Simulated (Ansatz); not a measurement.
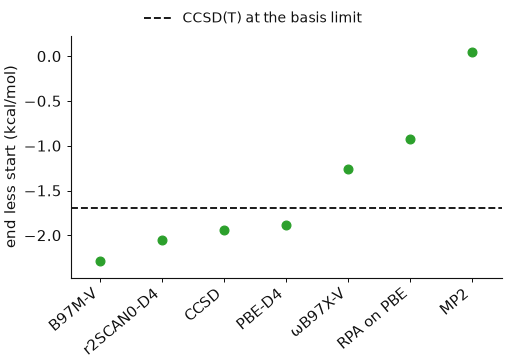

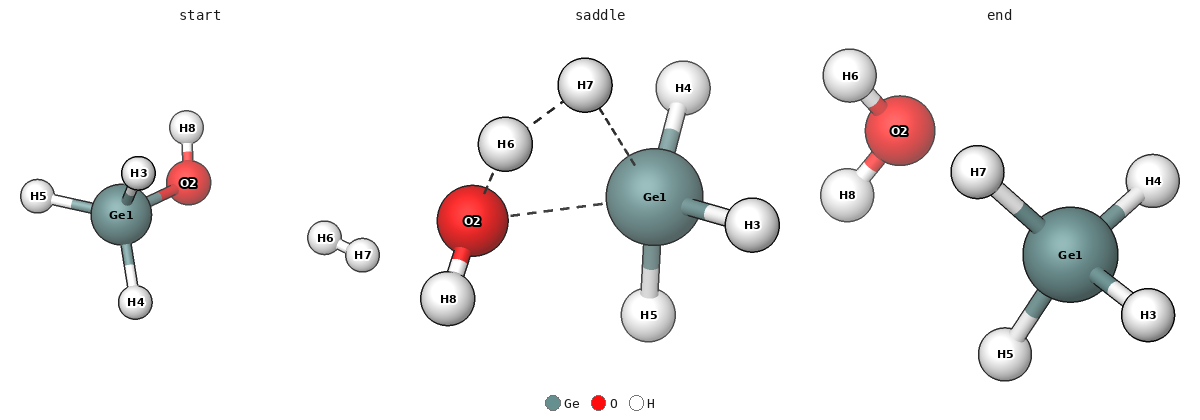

Energy change in one step of GeH₆O, singlet at several levels. In the step Ge1–H7 (4.25 → 1.91 → 1.53 Å) and O2–H6 (2.55 → 1.15 → 0.96 Å) form; Ge1–O2 (1.78 → 2.02 → 3.25 Å) and H6–H7 (0.75 → 1.09 → 3.03 Å) break (lengths at start, saddle and end; changes of bond order aren't listed). Electronic energies at PBE0-D4/def2-TZVP geometries, energies in def2-TZVPP, the Ansatz code; cores frozen in correlated methods, no zero-point terms. Start and end are the structures at the ends of the path (complexes, where there are several molecules). On heavy atoms the filled d shell below the valence is correlated. The line is the MP2 basis limit plus CCSD(T) less MP2 in triple zeta. RPA on PBE holds a correlation term that converges slowly with the basis, so part of the distance to the limit is basis error. The distance of CCSD and MP2 to the limit includes basis error.

> What range do the values span, the line included?

From −2.3 kcal/mol (B97M-V) to 0.0 kcal/mol (MP2).

> Give the values.

| level | kcal/mol | less CCSD(T) at the basis limit |
| --- | --- | --- |
| B97M-V | −2.3 | −0.6 |
| r2SCAN0-D4 | −2.1 | −0.4 |
| CCSD | −1.9 | −0.2 |
| PBE-D4 | −1.9 | −0.2 |
| ωB97X-V | −1.3 | 0.4 |
| RPA on PBE | −0.9 | 0.8 |
| MP2 | 0.0 | 1.7 |
| CCSD(T) at the basis limit | −1.7 | 0.0 |

Caveats, for all or some of the runs: no scalar relativity up to krypton.
